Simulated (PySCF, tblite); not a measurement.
# C₂H₉NOSi: a rotation path, then NMR shifts on frames

How do NMR shifts of C₂H₉NOSi (`COC[SiH2]N`) change as the atoms move?

Programs: tblite 0.8.0 and PySCF 2.14.0, with density-fitted response routines of our own. Each step states its level of theory. These are calculated values for one molecule in the gas phase, unless marked as measured. Atoms are numbered from 0 throughout.

**1. Starting geometry**

14 atoms, charge 0, multiplicity 1; geometry from: GFN2-xTB.

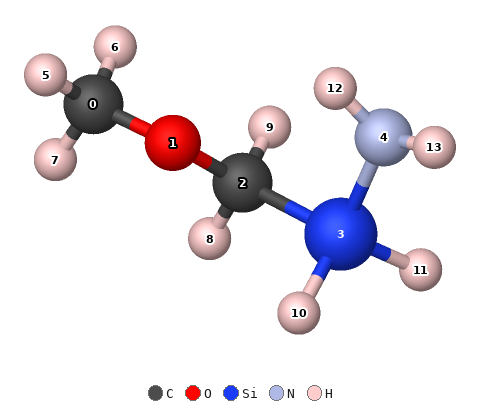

The starting geometry (carbon dark grey, oxygen red, silicon blue, nitrogen light blue, hydrogen pink), atoms numbered.

**2. A band between two rotamers with GFN2-xTB**

What the job is given:

```
{"job": {"kind": "neb", "xc": "GFN2-xTB", "basis": "xTB", "atoms": [3, 2, 1, 0], "turn": 120}, "charge": 0, "multiplicity": 1}
C     -2.256051     0.474868     0.103225
O     -0.878725     0.418990     0.352765
C     -0.247522    -0.705875    -0.230343
Si     1.585476    -0.617051     0.275871
N      2.147228     0.870227    -0.377464
H     -2.630668     1.379581     0.579809
H     -2.464044     0.516958    -0.974401
H     -2.772435    -0.399084     0.522317
H     -0.719266    -1.630036     0.129308
H     -0.379991    -0.685842    -1.320302
H      1.656482    -0.768528     1.736807
H      2.348324    -1.682654    -0.380134
H      1.519399     1.658545    -0.340684
H      3.091116     1.169428    -0.193525
```

Level: GFN2-xTB climbing-image nudged elastic band, gas phase.

On the command line:

```console
OMP_NUM_THREADS=1 python probes_run.py task.json out
```

The driver reads the jobs from task.json and runs them one after another.

Standard output:

```text
image   E - E0 / eV
  0       0.0000
  1       0.0126
  2       0.0408
  3       0.0742
  4       0.0963
  5       0.0904
  6       0.0663
  7       0.0525
  8       0.0403
```

Run time: 3.7 s. Hardware: 1 thread of Intel Xeon Platinum 8259CL at 2.50GHz, shared host; peak memory 0.19 GiB.

The final band, with the dihedral Si3–C2–O1–C0:

| image | dihedral (°) | energy (eV) | energy (kcal/mol) |
| --- | --- | --- | --- |
| 0 | -178 | 0.000 | 0.0 |
| 1 | -166 | 0.013 | 0.3 |
| 2 | -153 | 0.041 | 0.9 |
| 3 | -139 | 0.074 | 1.7 |
| 4 | -124 | 0.096 | 2.2 |
| 5 | -108 | 0.090 | 2.1 |
| 6 | -93 | 0.066 | 1.5 |
| 7 | -77 | 0.053 | 1.2 |
| 8 | -72 | 0.040 | 0.9 |

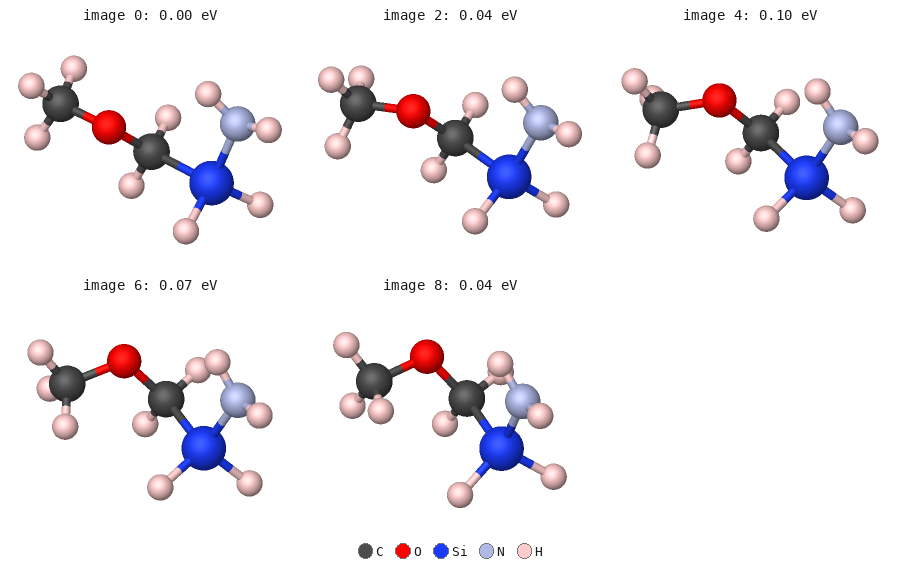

Images along the band.

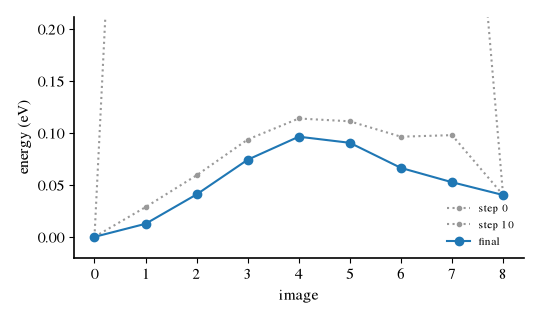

Energy along the band, early and final.

**3. NMR shieldings: image 0, PBE0/pcSseg-1**

What the job is given:

```
{"job": {"kind": "nmr", "xc": "PBE0", "basis": "pcSseg-1", "pop": false}, "charge": 0, "multiplicity": 1}
C     -2.256100     0.474900     0.103200
O     -0.878700     0.419000     0.352800
C     -0.247500    -0.705900    -0.230300
Si     1.585500    -0.617100     0.275900
N      2.147200     0.870200    -0.377500
H     -2.630700     1.379600     0.579800
H     -2.464000     0.517000    -0.974400
H     -2.772400    -0.399100     0.522300
H     -0.719300    -1.630000     0.129300
H     -0.380000    -0.685800    -1.320300
H      1.656500    -0.768500     1.736800
H      2.348300    -1.682700    -0.380100
H      1.519400     1.658500    -0.340700
H      3.091100     1.169400    -0.193500
```

Method: GIAO PBE0/pcSseg-1 NMR shielding, non-relativistic, gas phase.

Standard output:

```text
coarse grid: 11528 points
cycle   1  E = -500.5800881231  dE =  3.498e-01  |g| = 6.275e-01  |ddm| = 3.130e+00
cycle   2  E = -500.4978461638  dE =  8.224e-02  |g| = 9.070e-01  |ddm| = 1.297e+00
cycle   3  E = -500.6578090633  dE = -1.600e-01  |g| = 6.750e-02  |ddm| = 8.351e-01
cycle   4  E = -500.6584551128  dE = -6.460e-04  |g| = 3.180e-02  |ddm| = 5.079e-02
cycle   5  E = -500.6586454676  dE = -1.904e-04  |g| = 8.042e-03  |ddm| = 2.734e-02
cycle   6  E = -500.6586573754  dE = -1.191e-05  |g| = 2.037e-03  |ddm| = 7.461e-03
cycle   7  E = -500.6586583333  dE = -9.580e-07  |g| = 3.227e-04  |ddm| = 2.034e-03
final grid: 104896 points
cycle   8  E = -500.6952442146  dE = -1.718e-05  |g| = 1.150e-02  |ddm| = 1.788e-02
cycle   9  E = -500.6952214599  dE =  2.275e-05  |g| = 1.617e-02  |ddm| = 1.642e-02
cycle  10  E = -500.6952689978  dE = -4.754e-05  |g| = 1.177e-03  |ddm| = 9.783e-03
cycle  11  E = -500.6952693066  dE = -3.088e-07  |g| = 1.529e-04  |ddm| = 1.146e-03
cycle  12  E = -500.6952693108  dE = -4.207e-09  |g| = 6.737e-05  |ddm| = 1.955e-04
cycle  13  E = -500.6952693117  dE = -8.432e-10  |g| = 2.138e-05  |ddm| = 6.092e-05
converged SCF energy = -500.6952693117

GIAO shielding tensors (ppm)
atom      isotropic    diamagn.    paramagn.     s11        s22        s33       span
  0 C      121.162     244.017    -122.856     89.814     90.229    183.442     93.628
  1 O      334.033     398.947     -64.914    320.458    328.149    353.492     33.034
  2 C      120.544     251.591    -131.047     87.104     99.227    175.299     88.195
  3 Si     387.390     879.458    -492.068    358.696    370.223    433.251     74.555
  4 N      266.443     317.294     -50.851    236.750    258.749    303.829     67.079
  5 H       27.759      29.025      -1.265     23.744     25.224     34.309     10.565
  6 H       28.421      29.518      -1.098     24.702     26.312     34.248      9.546
  7 H       28.388      29.143      -0.755     24.679     26.246     34.238      9.559
  8 H       28.641      31.800      -3.159     25.589     27.095     33.239      7.650
  9 H       28.328      32.271      -3.943     25.181     26.715     33.089      7.907
 10 H       26.698      29.285      -2.587     23.392     24.648     32.053      8.661
 11 H       27.065      28.656      -1.591     23.606     25.209     32.378      8.772
 12 H       31.287      32.967      -1.679     22.649     29.501     41.712     19.063
 13 H       31.859      29.080       2.779     24.050     27.140     44.387     20.337
```

It took 15 s on 1 thread of Intel Xeon Platinum 8259CL at 2.50GHz, shared host; peak memory 0.66 GiB.

Shifts follow as δ = σ(reference) − σ, with reference shieldings (ppm) from runs at the same level and on the same kind of geometry: ¹H TMS 31.72, ¹³C TMS 186.9, ²⁹Si TMS 349.2, ¹⁵N NH3 267.7, ¹⁷O H2O 336.1. The references are single molecules in the gas phase, so shifts against H2O, NH3, PH3, H3PO4 or CFCl3 are not on the usual liquid scales and can be off by tens of ppm. Each atom is listed at this fixed geometry, with no averaging over motion; a spectrum would average atoms that exchange fast.

| atoms | environment | σ (ppm) | δ (ppm) |
| --- | --- | --- | --- |
| C2 | sp3 CH2 bonded to O and Si | 120.5 | 66.4 |
| C0 | methyl carbon bonded to O | 121.2 | 65.8 |
| H10 | hydrogen on a silicon bonded to C, N | 26.70 | 5.02 |
| H11 | hydrogen on a silicon bonded to C, N | 27.06 | 4.65 |
| H5 | hydrogen on a methyl carbon bonded to O | 27.76 | 3.96 |
| H9 | hydrogen on an sp3 CH2 bonded to O and Si | 28.33 | 3.39 |
| H7 | hydrogen on a methyl carbon bonded to O | 28.39 | 3.33 |
| H6 | hydrogen on a methyl carbon bonded to O | 28.42 | 3.30 |
| H8 | hydrogen on an sp3 CH2 bonded to O and Si | 28.64 | 3.08 |
| H12 | hydrogen on a nitrogen bonded to Si | 31.29 | 0.43 |
| H13 | hydrogen on a nitrogen bonded to Si | 31.86 | -0.14 |
| O1 | ether oxygen | 334.0 | 2.0 |
| Si3 | silicon bonded to C, N, 2 H | 387.4 | -38.2 |
| N4 | nitrogen bonded to Si, 2 H | 266.4 | 1.3 |

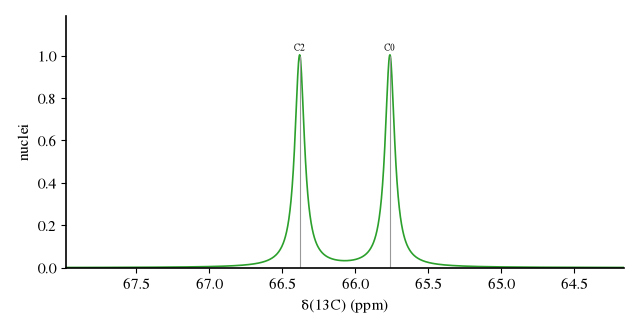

¹³C lines at the computed shifts, without couplings. Lines are broadened to a width of 0.08 ppm (Lorentzian).

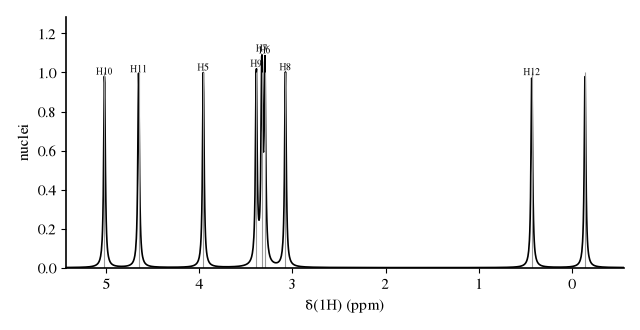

¹H lines at the computed shifts, without couplings. Lines are broadened to a width of 0.02 ppm (Lorentzian).

**4. NMR shieldings: image 2, PBE0/pcSseg-1**

What the job is given:

```
{"job": {"kind": "nmr", "xc": "PBE0", "basis": "pcSseg-1", "pop": false}, "charge": 0, "multiplicity": 1}
C     -2.270200     0.413200     0.195000
O     -0.879300     0.540000     0.085200
C     -0.237600    -0.612000    -0.443700
Si     1.529000    -0.591900     0.264700
N      2.259200     0.845500    -0.329100
H     -2.653300     1.376200     0.530000
H     -2.731000     0.152400    -0.765800
H     -2.534900    -0.358700     0.930500
H     -0.760400    -1.516800    -0.114400
H     -0.284100    -0.596900    -1.539700
H      1.388800    -0.694400     1.726200
H      2.309200    -1.717100    -0.256700
H      1.679200     1.668600    -0.383600
H      3.184500     1.091400    -0.015400
```

Level: GIAO PBE0/pcSseg-1 NMR shielding, non-relativistic, gas phase.

Standard output:

```text
coarse grid: 11528 points
cycle   1  E = -500.5785106933  dE =  3.475e-01  |g| = 6.296e-01  |ddm| = 3.131e+00
cycle   2  E = -500.4952217158  dE =  8.329e-02  |g| = 9.111e-01  |ddm| = 1.320e+00
cycle   3  E = -500.6566075489  dE = -1.614e-01  |g| = 6.809e-02  |ddm| = 8.562e-01
cycle   4  E = -500.6572686332  dE = -6.611e-04  |g| = 3.210e-02  |ddm| = 5.184e-02
cycle   5  E = -500.6574636275  dE = -1.950e-04  |g| = 8.012e-03  |ddm| = 2.771e-02
cycle   6  E = -500.6574754237  dE = -1.180e-05  |g| = 2.071e-03  |ddm| = 7.441e-03
cycle   7  E = -500.6574764138  dE = -9.901e-07  |g| = 3.197e-04  |ddm| = 2.074e-03
final grid: 104896 points
cycle   8  E = -500.6935526223  dE = -1.761e-05  |g| = 1.138e-02  |ddm| = 1.792e-02
cycle   9  E = -500.6935304608  dE =  2.216e-05  |g| = 1.597e-02  |ddm| = 1.633e-02
cycle  10  E = -500.6935769247  dE = -4.646e-05  |g| = 1.168e-03  |ddm| = 9.738e-03
cycle  11  E = -500.6935772273  dE = -3.026e-07  |g| = 1.523e-04  |ddm| = 1.150e-03
cycle  12  E = -500.6935772314  dE = -4.084e-09  |g| = 6.738e-05  |ddm| = 1.908e-04
cycle  13  E = -500.6935772322  dE = -8.461e-10  |g| = 2.067e-05  |ddm| = 6.072e-05
converged SCF energy = -500.6935772322

GIAO shielding tensors (ppm)
atom      isotropic    diamagn.    paramagn.     s11        s22        s33       span
  0 C      121.829     243.907    -122.079     86.747     95.664    183.074     96.327
  1 O      342.775     398.906     -56.132    322.649    345.538    360.137     37.488
  2 C      121.022     251.570    -130.548     85.264    100.173    177.631     92.367
  3 Si     386.431     879.548    -493.118    358.841    370.428    430.023     71.182
  4 N      266.805     317.315     -50.510    236.491    259.375    304.550     68.059
  5 H       27.868      28.971      -1.103     23.817     25.315     34.472     10.655
  6 H       28.416      29.141      -0.725     24.861     26.000     34.387      9.525
  7 H       28.344      29.563      -1.219     24.363     26.463     34.208      9.845
  8 H       29.014      32.293      -3.279     25.893     27.881     33.268      7.375
  9 H       27.868      31.603      -3.735     24.579     26.060     32.964      8.385
 10 H       26.737      29.700      -2.963     23.331     24.953     31.929      8.598
 11 H       27.060      28.736      -1.676     23.551     25.277     32.352      8.800
 12 H       31.278      32.789      -1.512     22.814     29.372     41.648     18.834
 13 H       31.870      29.044       2.826     24.116     27.138     44.357     20.241
```

Wall time 14 s (1 thread of Intel Xeon Platinum 8259CL at 2.50GHz, shared host); peak memory 0.72 GiB.

This run: δ C2 65.9, C0 65.1, O1 -6.7, Si3 -37.3, H10 4.98, H11 4.66 ppm.

(Part 1 of 2 ends here.)
